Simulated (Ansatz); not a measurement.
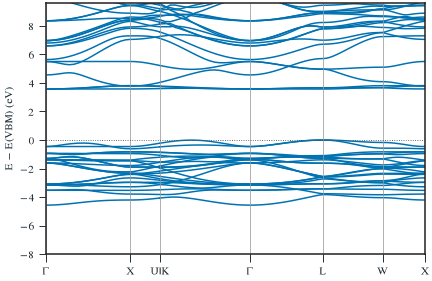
Figure. Band structure from the program Ansatz at the r²SCAN level (PAW)

Problem. Read off the gap and where the band edges lie.

Solution. About 3.6 eV (3.57 eV by a search for the band edges); maximum at L, minimum at L.

Problem. Which compound is it?
A) K2NaCuF6, Fm-3m (K on 8c, Na on 4b, Cu on 4a, F on 24e)
B) Rb2ScAgCl6, Fm-3m (Rb on 8c, Sc on 4a, Ag on 4b, Cl on 24e)
C) NaTl3F6, Fm-3m (Na on 4a, Tl on 8c, Tl on 4b, F on 24e)
D) SiC, zinc blende

Solution. B, Rb2ScAgCl6, Fm-3m (Rb on 8c, Sc on 4a, Ag on 4b, Cl on 24e)

The workflow started from a Materials Project entry (that database holds measured and hypothetical structures alike); the Crystallography Open Database copy checked does not list it. Its standing as an ambient phase is unchecked. Symmetry was held in the r²SCAN relaxation; whether a distortion lowers the energy is not shown. The run is not spin-polarised. Scalar-relativistic: spin–orbit coupling is off unless named, which matters more the heavier the elements.

Potentials: the later of the program's two PAW sets.
